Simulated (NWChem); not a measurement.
# One shape, several levels: doublet [SnH4]+

Aim: a comparison of 6 runs (UHF/STO-3G, UB3LYP/def2-SVPD, UM06-2X/def2-SVPD, UPBE0/def2-SVPD, UMP2/def2-SVPD, UCCSD(T)/def2-SVPD) of doublet [SnH4]+. 

Program for the calculation: NWChem 7.3.0.

22 further runs of the same task are left out: 3 that didn't finish, 19 set aside as unsound or not needed. Runs told in other sessions of the task aren't counted.

## 1. The system as given

[SnH4]+: 5 atoms, total charge +1, spin state doublet. SMILES of the parent species: `[SnH4]`. The coordinates come from a PBE0-D4/def2-TZVP relaxation. That shape belongs to the parent species and isn't relaxed for this state.

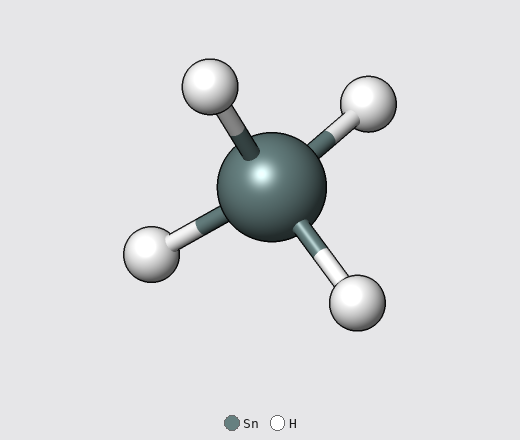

The structure, seen from a chosen angle (tin teal, hydrogen white).

## 2. The energy at UHF/STO-3G (run 1)

Input file nw.nw:

```
start nw
title "H4Sn"
memory stack 880 mb heap 220 mb global 1100 mb
charge 1
geometry units au noautosym nocenter noautoz
   Sn   0.00005669   0.00001890   0.00007559
   H    1.55698315  -1.61284345   2.31102167
   H   -2.95479467   0.76235331   1.02638585
   H   -0.22073891  -1.84174598  -2.63142473
   H    1.61849373   2.69217943  -0.70607727
end
basis spherical bse
   * library STO-3G
end
scf
   nopen 1
   uhf
   thresh 1e-08
   maxiter 80
   noprint "final vectors analysis"
end
task scf energy
```

On the command line:

```
nwchem nw.nw > nw.out
```

What it wrote:

```text
[...]
  functions       =    31
[...]
  wavefunction    = UHF
[...]
         Total SCF energy =  -5965.263359305837
      One electron energy =  -8357.562203576425
      Two electron energy =   2329.037732118334
 Nuclear repulsion energy =     63.261112152254
                       Sz =      0.5000
                 Sz(Sz+1) =      0.7500
                      S^2 =      0.7633
[...]
```

Wall time 9.9 s (1 thread of Intel Xeon at 2.60GHz (Ice Lake), shared host); peak memory 0.098 GiB.

## 3. The energy at UB3LYP/def2-SVPD (core potential) (run 2)

Input file sp.nw:

```
start sp
title "H4Sn"
memory stack 880 mb heap 220 mb global 1100 mb
charge 1

geometry noautosym nocenter noautoz
  Sn    0.000030    0.000010    0.000040
  H     0.823920   -0.853480    1.222940
  H    -1.563610    0.403420    0.543140
  H    -0.116810   -0.974610   -1.392490
  H     0.856470    1.424640   -0.373640
end

basis spherical bse
  Sn library def2-SVPD
  H library def2-SVPD
end

ecp bse
  Sn library def2-SVPD
end

dft
  xc b3lyp
  mult 2
  grid xfine
  convergence energy 1e-08
  maxiter 100
  mulliken
  noprint "final vectors analysis"
end

task dft energy
```

On the command line:

```
nwchem sp.nw > sp.out
```

What it wrote:

```text
[...]
          Wavefunction type:  spin polarized.
          No. of atoms     :     5
          No. of electrons :    25
[...]
          Charge           :     1
          Spin multiplicity:     2
[...]
          AO basis - number of functions:    64
[...]
              XC Information
              --------------
                         B3LYP Method XC Potential
                     Hartree-Fock (Exact) Exchange  0.200
                        Slater Exchange Functional  0.800 local
                    Becke 1988 Exchange Functional  0.720 non-local
              Lee-Yang-Parr Correlation Functional  0.810
                  VWN I RPA Correlation Functional  0.190 local
[...]
 d= 0,ls=0.0,diis     1   -216.2287612845 -2.45D+02  1.10D-02  2.40D-01     3.2
[...]
 d= 0,ls=0.0,diis    13   -216.3119219392 -1.14D-09  7.19D-07  1.29D-10    36.6
[...]
         Total DFT energy =     -216.311921939208
      One electron energy =     -427.920014401785
           Coulomb energy =      202.391082497643
    Exchange-Corr. energy =      -19.256962062684
 Nuclear repulsion energy =       28.473972027619
[...]
      Total Density - Mulliken Population Analysis
     ---------------------------------------------
    Atom       Charge   Shell Charges
 -----------   ------   -------------------------------------------------------
    1 Sn  22    21.57   0.42  1.60  1.21  0.32 -0.02  2.77  3.24  1.52  0.39  9.70  0.39  0.01
    2 H    1     0.86   0.64  0.22  0.01 -0.01
    3 H    1     0.86   0.64  0.22  0.01 -0.01
    4 H    1     0.86   0.64  0.22  0.01 -0.01
    5 H    1     0.86   0.64  0.22  0.01 -0.01
[...]
      <S2> =      0.7610 (Exact =     0.7500)
[...]
```

Wall time 37 s (1 thread of Intel Xeon at 2.60GHz (Ice Lake), shared host); peak memory 0.13 GiB.

Runs 3 to 5 aren't shown in full; the table further down has their settings and results.

## 4. The energy at UCCSD(T)/def2-SVPD (core potential) (run 6)

Input file geom.xyz:

```xyz
5
H4Sn
Sn     0.000030     0.000010     0.000040
H      0.823920    -0.853480     1.222940
H     -1.563610     0.403420     0.543140
H     -0.116810    -0.974610    -1.392490
H      0.856470     1.424640    -0.373640
```

Input file run.py:

```python
from ase.io import read
from ase.calculators.nwchem import NWChem

atoms = read('geom.xyz')

calc = NWChem(
    label='geom',
    theory='tce',
    memory='2200 mb',
    basis='def2-SVPD',
    basispar='spherical bse',
    charge=1,
    scf={'nopen': '1', 'uhf': None, 'thresh': '1e-08', 'maxiter': '80'},
    tce={'scf': None, 'ccsd(t)': None, 'freeze': 'core 4', 'maxiter': '60'},
    task='energy',
    **{'ecp bse': {'Sn library': 'def2-SVPD'}},
)
atoms.calc = calc

print(f"energy = {atoms.get_potential_energy():.6f} eV")
```

On the command line:

```
export ASE_NWCHEM_COMMAND="nwchem PREFIX.nwi > PREFIX.nwo"
python run.py
```

What it wrote:

```text
energy = -5860.773041 eV
```

The calculator wrote geom.nwi:

```
title "geom"

permanent_dir geom

scratch_dir geom

start geom

geometry units angstrom nocenter noautosym noautoz
  Sn 3.0000000000000001e-05 1.0000000000000001e-05 4.0000000000000003e-05
  H  8.2391999999999999e-01 -8.5348000000000002e-01 1.2229399999999999e+00
  H  -1.5636099999999999e+00 4.0342000000000000e-01 5.4313999999999996e-01
  H  -1.1681000000000000e-01 -9.7460999999999998e-01 -1.3924900000000000e+00
  H  8.5646999999999995e-01 1.4246399999999999e+00 -3.7364000000000003e-01
end

charge 1

memory 2200 mb

basis spherical bse noprint
   * library def2-SVPD
end

scf
  nopen 1
  uhf
  thresh 1e-08
  maxiter 80
end
tce
  scf
  ccsd(t)
  freeze core 4
  maxiter 60
end
ecp bse
  Sn library def2-SVPD
end

task tce energy
```

geom.nwo:

```text
Northwest Computational Chemistry Package (NWChem) 7.3.0
             --------------------------------------------------------

           Job information
           ---------------

    nwchem branch   = 7.3.0
    use scalapack   = T
    input           = geom.nwi
    prefix          = geom.
    data base       = geom/geom.db
    status          = startup
    nproc           =        1

           Memory information
           ------------------

    heap     =     72089600 doubles =      550.0 Mbytes
    stack    =     72089597 doubles =      550.0 Mbytes
    global   =    144179200 doubles =     1100.0 Mbytes (distinct from heap & stack)
    total    =    288358397 doubles =     2200.0 Mbytes
    verify   = yes
    hardfail = no

           Directory information
           ---------------------

  0 permanent = geom
  0 scratch   = geom

                                NWChem Input Module
                                -------------------

                                       geom
                                       ----

[... 119 lines left out ...]
 Convergence threshold     :          1.000E-08
[... 19 lines left out ...]
       Final UHF  results
[... 3 lines left out ...]
      One electron energy =   -427.803722550984
[... 1 line left out ...]
 Nuclear repulsion energy =     28.473972027619
[... 35 lines left out ...]
          Final beta eigenvalues
[... 307 lines left out ...]
                     UHF Final Beta Molecular Orbital Analysis
[... 526 lines left out ...]
 CCSD total energy / hartree       =      -215.375560223857207
[... 1 line left out ...]
 Singles contributions

 Doubles contributions
 CCSD(T)
 Using plain CCSD(T) code
             total no. of tasks           56
 total no. of tasks / no. procs           56
                         wl_min      2515456          11.7
                         wl_max      3581577          12.4
        thresh for no. of tasks           56

 CCSD[T]  correction energy / hartree =        -0.004079357557631
 CCSD[T] correlation energy / hartree =        -0.148793200769107
 CCSD[T] total energy / hartree       =      -215.379639581414835
 CCSD(T)  correction energy / hartree =        -0.003878220606652
 CCSD(T) correlation energy / hartree =        -0.148592063818128
 CCSD(T) total energy / hartree       =      -215.379438444463858

 Task  times  cpu:       90.3s     wall:       90.3s
 Total times  cpu:       90.4s     wall:       90.4s
```

It took 92 s on 1 thread of Intel Xeon at 2.60GHz (Ice Lake), shared host; peak memory 0.56 GiB.

## 5. All runs side by side

| run | level | iteration cap | module | energy (Eh) | ⟨S²⟩ | wall time |
| --- | --- | --- | --- | --- | --- | --- |
| 1 | UHF/STO-3G | 80 | scf | -5965.263359 | 0.763 | 9.9 s |
| 2 | UB3LYP/def2-SVPD (core potential) | 100 | dft | -216.311922 | 0.761 | 37 s |
| 3 | UM06-2X/def2-SVPD (core potential) | 100 | dft | -216.145290 | 0.770 | 69 s |
| 4 | UPBE0/def2-SVPD (core potential) | 100 | dft | -216.232032 | 0.762 | 38 s |
| 5 | UMP2/def2-SVPD (core potential) | 80 | mp2 | -215.346788 | 0.763 | 43 s |
| 6 | UCCSD(T)/def2-SVPD (core potential) | 80 | tce | -215.379438 | 0.763 | 92 s |

## 6. Results

| quantity | value |
| --- | --- |
| run 6: total energy | -215.37944 Eh |
| run 6: HOMO energy (Hartree–Fock orbitals) (highest over α and β) | -18.06 eV |
| run 6: LUMO energy (Hartree–Fock orbitals) (lowest over α and β) | -9.92 eV |
| run 6: correlation energy (4 core orbitals frozen) | -148.6 mEh |
| run 6: (T) correction | -3.88 mEh |
| run 6: ⟨S²⟩ of the reference determinant | 0.763 |

In words: Totals of different functionals can't be ranked against each other. Some runs of one species differ in core potentials or relativity; totals across that change don't compare. In run 1 the basis is minimal, so the values are rough. In run 1 relativity is left out where basis or elements ask for it. All runs together took 4.8 min, the longest 92 s.
